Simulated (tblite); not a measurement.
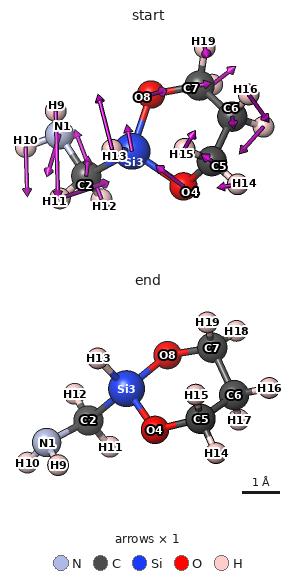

The structure of C4H11NO2Si before (top) and after (bottom) a relaxation, at one scale. The purple arrows give the displacements, at their true length.

Style: ball-and-stick. Shown at a tilt.

Theory: tblite, GFN2-xTB geometry optimisation, gas phase. 

Q: Describe what moved and what it gained.

A: Over 257 geometry steps the energy falls by 114.9 kJ/mol. The atom that moves furthest after the best rigid fit is H9 (2.59 Å). Largest moves by element: H 2.59 Å, N 1.51 Å, O 1.15 Å, Si 0.79 Å, C 0.65 Å. Near-neighbour distances that change, for instance: Si3–O4 1.720 → 1.638 Å, Si3–O8 1.688 → 1.635 Å, C2–Si3 1.835 → 1.886 Å, C6–C7 1.479 → 1.525 Å. Among the angles between lasting bonds that change: Si3–O4–C5 103.2° → 119.3°, C6–C7–O8 119.7° → 111.9°, C5–C6–C7 118.0° → 110.8°. Groups turn about C2–Si3 by about 145°, C7–O8 by about 70°, C6–C7 by about 70°. The run took 3.3 s on 1 thread of Arm Neoverse N1, with other jobs on the host.
